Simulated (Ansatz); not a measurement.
**A computed series for CdS: thickness series**

The reference is CdS in the zinc blende structure (space group F-43m, No. 216).

```yaml
crystal:
  lattice:
    - [0.00000, 2.93953, 2.93953]
    - [2.93953, 0.00000, 2.93953]
    - [2.93953, 2.93953, 0.00000]
  atoms:
    - { symbol: S, position: [0.75000, 0.75000, 0.75000] }
    - { symbol: Cd, position: [0.00000, 0.00000, 0.00000] }
```

Cartesian axes are those of the cell as printed.

Free-standing slabs (2 atom(s) a layer) normal to [110] with 15 Å of vacuum; in-plane cell held at bulk.

All numbers come from Ansatz (a program for electronic structure), r2SCAN, PAW, cutoff 500 eV, no SOC, earlier PAW set.

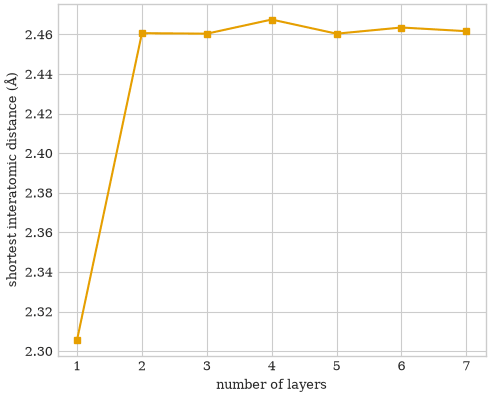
Figure. Shortest interatomic distance against number of layers

```json
[
 {"number of layers": "1", "shortest interatomic distance": "2.306 Å"},
 {"number of layers": "2", "shortest interatomic distance": "2.461 Å"},
 {"number of layers": "3", "shortest interatomic distance": "2.460 Å"},
 {"number of layers": "4", "shortest interatomic distance": "2.468 Å"},
 {"number of layers": "5", "shortest interatomic distance": "2.460 Å"},
 {"number of layers": "6", "shortest interatomic distance": "2.463 Å"},
 {"number of layers": "7", "shortest interatomic distance": "2.462 Å"}
]
```

No phonon test of stability was made.
